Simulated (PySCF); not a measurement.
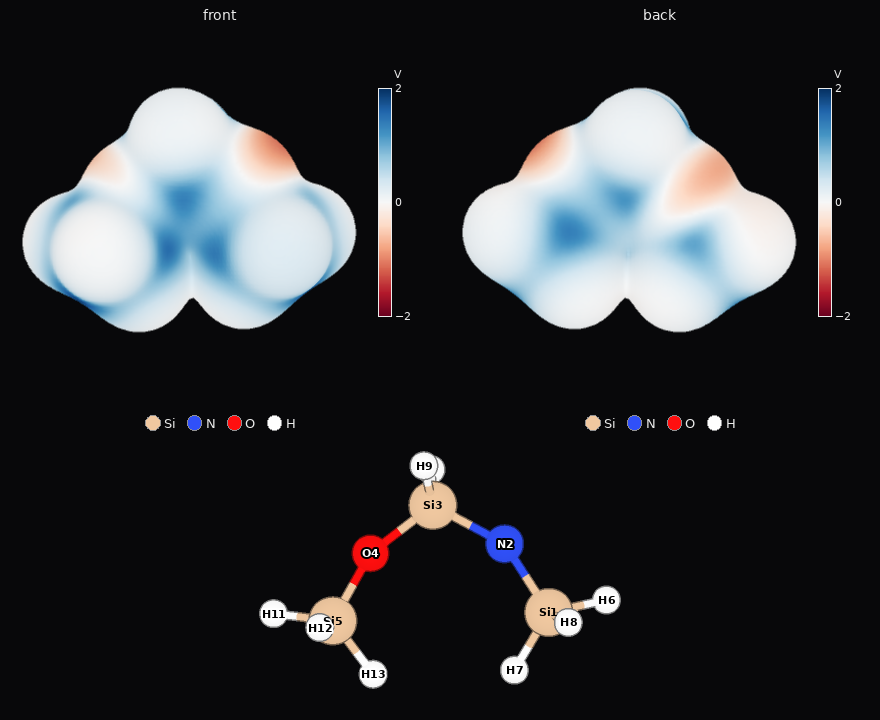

Figure 1: H₈NOSi₃ (doublet). The electrostatic potential painted on the density surface at 0.002 e/bohr³, seen from the front and from behind; red is negative and blue positive. The bare structure is drawn below in the same view.

Geometry: GFN2-xTB.

Method: PySCF, UKS B3LYP, pcH-1 on H N O Si, non-relativistic, mean-field spin-orbit, GIAO.

The calculation's input:

```
{"job": {"kind": "epr", "basis": "pcH-1"}, "charge": 0, "multiplicity": 2}
Si    -2.304791     0.489568    -0.097204
N     -1.322073    -0.878998    -0.059708
Si     0.204719    -1.597109    -0.088768
O      1.442238    -0.541483    -0.105247
Si     2.132198     0.894038     0.155415
H     -3.428544     0.162926    -0.986395
H     -1.628707     1.711239    -0.558866
H     -2.802842     0.688989     1.273609
H      0.357875    -2.391691     1.130429
H      0.355771    -2.345712    -1.336733
H      3.406990     0.801446    -0.553016
H      2.307215     1.060179     1.598531
H      1.275563     1.947096    -0.389775
```

Launched as:

```sh
OMP_NUM_THREADS=1 python probes_run.py task.json out
```

**Describe the electrostatic potential map.**

The most negative region (about −1.0 V) lies over N2, the most positive (about +1.7 V) over Si5.
